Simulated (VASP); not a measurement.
Band structure of Ga₄P₃Sb (ordered alloy cell). All values below come from PBEsol GGA, VASP's PBE PAW potentials (set 64) (plane waves; VASP).

Unless said otherwise, spin-orbit coupling is left out, though it shifts the bands of the heavy elements here.

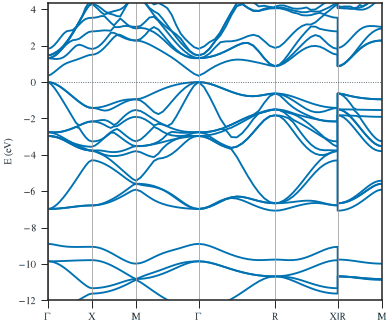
Figure: Bands along high-symmetry lines, zero at the valence-band maximum or, without a gap, the Fermi level

**Question.** Read the plot: is there a gap, and where are the band edges?

**Answer.** The gap is direct, 0.35 eV, from the valence maximum at Γ to the conduction minimum at Γ. (Edges off the drawn lines would not show.)

The structure was generated: Ga4P3Sb was put into an ordered model structure (P-43m), which need not be its known phase. It was relaxed first.
